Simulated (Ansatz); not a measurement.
Input

```
crystal:
  lattice:
    - [4.3005832976, 0.0, 0.0]
    - [-2.1502916488, 3.7244143868, 0.0]
    - [0.0, 0.0, 12.601130327]
  atoms:
    - { symbol: Al, position: [0.0, 0.0, 0.25] }
    - { symbol: Al, position: [0.0, 0.0, 0.75] }
    - { symbol: Cl, position: [0.3333333333, 0.6666666667, 0.75] }
    - { symbol: Cl, position: [0.6666666667, 0.3333333333, 0.25] }
    - { symbol: F, position: [0.0, 0.0, 0.8806684186] }
    - { symbol: F, position: [0.0, 0.0, 0.3806684186] }
    - { symbol: F, position: [0.0, 0.0, 0.1193315814] }
    - { symbol: F, position: [0.0, 0.0, 0.6193315814] }
basis:
  ecutwfc: 420
kpoints:
  mp_grid: { grid: [6, 6, 2] }
hamiltonian:
  xc: pbe
scf:
  occupations: { method: gaussian, width: 0.02 }
output:
  forces: true
  stress: true
  eigenvalues: true
  write_density: true
  write_potential: true
  elf: true
  volumetric_format: npy
relax:
  adjacent_minimum: "off"
  f_tol: 0.01
  max_steps: 80
  cell: { stress_tol: 0.05 }
```

Launched as:

```sh
ansatz run input.yaml --threads 1 --pin off --max-ram 2560MiB --backend cpu --events-out ev --progress --plain --runs-dir out
```

Below, planes, directions and counts refer to the conventional cell (a = 4.30 Å, b = 4.30 Å, c = 13.26 Å, α = 90.00°, β = 90.00°, γ = 120.00°).

The fields are those of the run's last geometry, not of the input's.

Space group P6₃/mmc; a structure generated by program, which may or may not match a known phase.

These are results of Ansatz 0.2.0, DFT PBE, scalar-relativistic, plane waves, PAW, not measurements.

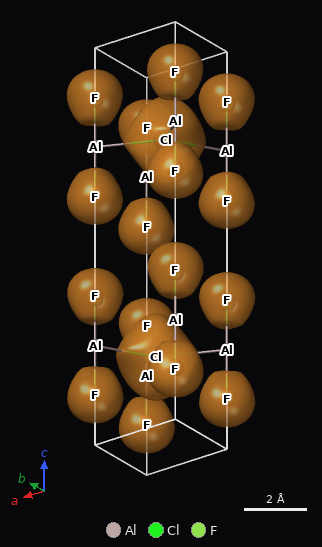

AlClF₂. Isosurface of the electron localisation function at 0.65 (orange), seen at an oblique angle. Core shells and regions of very low density are left out. Sticks mark near contacts.

In a PAW calculation such maps are meaningful between the atoms, not at the nuclei.

Describe the localisation domains.

The ELF exceeds this value in two regions on Cl in which the atom's valence shell and bonds are merged and four regions on F in which the atom's valence shell and bonds are merged, counted in one cell of 8 atoms. Regions shared between cells count once. Profiles from the grid: Al–F (1.65 Å): the ELF peaks at about 0.80 in the valence shell of F, 0.7 Å from its nucleus, and is about 0.75 at the midpoint. Al–Cl (2.48 Å): the ELF peaks at about 0.90 in the valence shell of Cl, 0.8 Å from its nucleus, and is about 0.80 at the midpoint.
